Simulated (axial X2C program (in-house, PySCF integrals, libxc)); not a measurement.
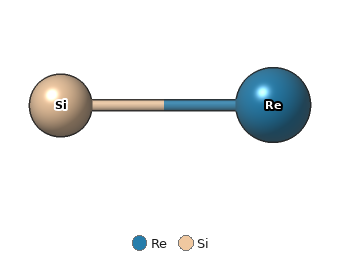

Fig. 1: The molecule at the reference distance of 2.237 Å.

# Relativistic diatomic calculation for ReSi

- system: ReSi, single determinant with Ω = 3/2.
- method: PBE50, two-component X2C with atomic mean-field Coulomb and Gaunt terms, Re dyall-v3z, Si dyall-v3z (cores contracted) (axial X2C program (in-house, PySCF integrals, libxc))

**The input**
```
{"zs": [75, 14], "q": 0, "bas": ["dyall-v3z", "dyall-v3z"], "levels": ["PBE0", "HF", "B97-3", "PBE50"], "cc": false, "r0": 2.47, "npts": 10, "nst": 2, "ntry": 6, "opt": {"nrad": 20, "nth": 14}}
```

The line is the task of a batch: nuclear charges, charge, bases, the levels to run, a first guess of the distance and further settings. This report covers PBE50 with spin-orbit coupling. The log is that of the reference distance 2.237 Å.

Hardware: 1 thread of Arm Neoverse N1, 54 GiB of memory available, shared host.

The run was one of a batch that the task file lists, launched with:
```bash
python <driver script> task.json out
```

**The program's output**
```
two-component X2C + atomic mean field  PBE50
basis functions 213  fitting functions 1191  grid points 480
iter        total energy     max residual
   1     -16982.505070256     3.73e-01
   2     -16982.511168076     1.11e-02
   3     -16982.511507859     1.09e-01
   4     -16982.512778723     3.32e-02
   5     -16982.513022506     3.42e-02
   6     -16982.513378289     7.01e-03
   7     -16982.513430582     3.47e-04
   8     -16982.513439638     6.09e-04
   9     -16982.513443044     4.03e-04
  10     -16982.513443626     7.80e-05
  11     -16982.513443798     6.63e-05
  12     -16982.513443823     1.11e-05
  13     -16982.513443828     4.74e-06
converged
one-electron -23783.90537578  Coulomb 6924.90104431  exact exchange -175.88227413  xc functional -181.28361383  nuclear repulsion 248.38447540  atomic mean-field constant -14.72769979
```

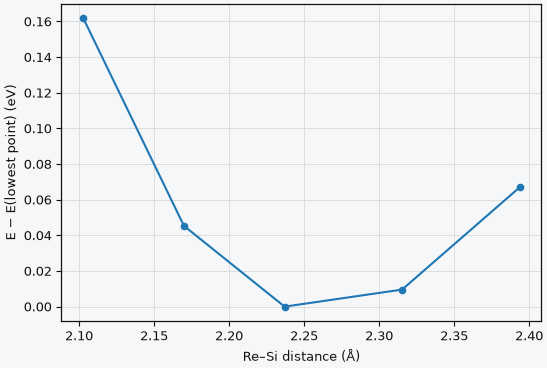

Fig. 2: Energy at 5 bond lengths, for one set of occupations held fixed; the line joins the points. A polynomial of degree 3 through 5 points gives rₑ = 2.262 Å, ωₑ = 334.4 cm⁻¹ and Bₑ = 0.1354 cm⁻¹. The minimum lies 2.71 eV below Re + Si, each computed as one determinant at the same level.

**Outcome**

| quantity | value |
| --- | --- |
| outcome | converged |
| bond length rₑ | 2.262 Å |
| ωₑ | 334.4 cm⁻¹ |
| energy at the minimum | −16982.51357 hartree |
| depth below the fragments | 2.71 eV |
| wall time | 37 s |
| peak memory | 0.39 GiB |

**What is odd here**

This input holds a deliberate oddity: coarse grid (nrad = 20.0) (nth = 14.0). The program ran to the end. Its numbers are those of the input as typed; this run alone doesn't show how far the oddity moves them. Limits: 5 of the 10 points asked for were kept.
